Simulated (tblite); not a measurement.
## Run report: C₆H₁₅BrGa (charge −1), frequency calculation

C₆H₁₅BrGa, charge −1, computed with GFN2-xTB harmonic vibrations, gas phase (tblite 0.8.0).

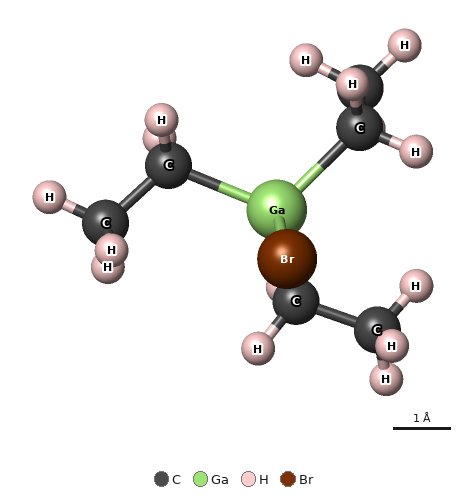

*The structure (ball-and-stick view, seen at a tilt). Sticks mark near contacts.*

**Input**
```
{"job": {"kind": "ir", "xc": "GFN2-xTB", "basis": "xTB"}, "charge": -1, "multiplicity": 1}
C     -1.285364     2.271875     0.547089
C     -0.821641     1.793493    -0.830799
Ga     0.314814     0.058003    -0.728482
C     -0.774976    -1.600292    -0.108408
C     -2.121987    -1.731965    -0.826460
C      2.111904     0.334881     0.283039
C      3.038065    -0.885473     0.274976
H     -1.899349     3.178162     0.485867
H     -0.425234     2.491448     1.182643
H     -1.874630     1.498600     1.044169
H     -1.711344     1.651191    -1.467766
H     -0.258975     2.613734    -1.308065
H     -0.205967    -2.531847    -0.267542
H     -0.959975    -1.560828     0.976985
H     -2.673974    -2.624753    -0.509976
H     -2.748313    -0.859698    -0.626019
H     -1.973793    -1.793141    -1.907239
H      1.922224     0.618874     1.330582
H      2.661743     1.188728    -0.149077
H      2.555653    -1.733293     0.766488
H      3.983568    -0.686774     0.792946
H      3.271055    -1.182720    -0.749889
Br     0.921265    -0.421827    -2.951815
```

The first line tells a small driver script what to run in tblite; the rest is the geometry in Å.

Run on 1 CPU thread, shared host.

Launch command:
```bash
OMP_NUM_THREADS=1 python <driver script> task.json out
```

**Output**
```
mode    cm-1     km/mol
  1      33.4      0.32
  2      40.2      0.09
  3      45.4      0.50
  4      61.6      0.18
  5      77.6      2.04
  6      91.4      0.71
  7     103.9      3.86
  8     113.0      2.32
  9     174.5      2.13
 10     189.8      3.22
 11     222.9      1.18
 12     224.1      0.75
 13     229.4      6.99
 14     240.3     23.42
 15     264.8     46.01
 16     415.9     19.56
 17     461.8     59.71
 18     465.6     97.61
 19     582.1     80.18
 20     587.9     29.93
 21     612.1    120.99
 22     926.3      5.11
 23     927.9      1.98
 24     933.0     12.62
 25     984.4     15.81
 26     986.1      5.15
 27     988.1     16.96
 28    1036.2      5.70
 29    1039.0     10.28
 30    1041.6     17.04
 31    1246.2      2.05
 32    1247.0      4.80
 33    1249.0     12.59
 34    1254.3      1.87
 35    1257.0      6.81
 36    1260.6      5.35
 37    1407.0      5.06
 38    1409.5      2.54
 39    1410.5      1.29
 40    1494.2      2.58
 41    1495.5      2.89
 42    1498.4      3.94
 43    1513.5      0.36
 44    1514.0      1.32
 45    1517.5      0.38
 46    1519.5      2.71
 47    1520.0      1.30
 48    1522.0      0.65
 49    2810.4     67.79
 50    2814.3    100.22
 51    2818.9    182.50
 52    2840.6     46.66
 53    2847.3    125.34
 54    2849.7    105.93
 55    2903.6    221.04
 56    2904.5    235.67
 57    2906.1     80.65
 58    2962.2     59.97
 59    2965.5     87.42
 60    2965.8     46.48
 61    2972.5     34.11
 62    2975.5     29.99
 63    2978.1     48.98
ZPE 496.157  H(298)-E 537.184  G(298)-E 387.791 kJ/mol  S 501.07 J/(mol K)
```

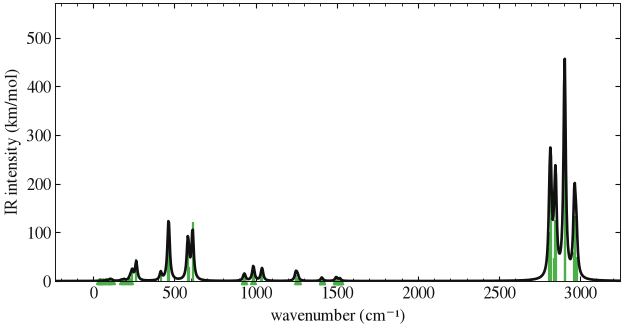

*Harmonic infrared spectrum, unscaled: sticks (degenerate modes added up, dark ones marked on the axis) with a Lorentzian envelope of 16 cm⁻¹ full width, scaled to the tallest stick.*

63 modes from 33 to 2978 cm⁻¹, none imaginary. The strongest line is at 2904 cm⁻¹ (457 km/mol).

**Results in brief**

```csv
quantity,value
outcome,converged
total energy,−708.8715 eV
zero-point energy,118.5840 kcal/mol
wall time,1.3 s
peak memory,0.32 GiB
```
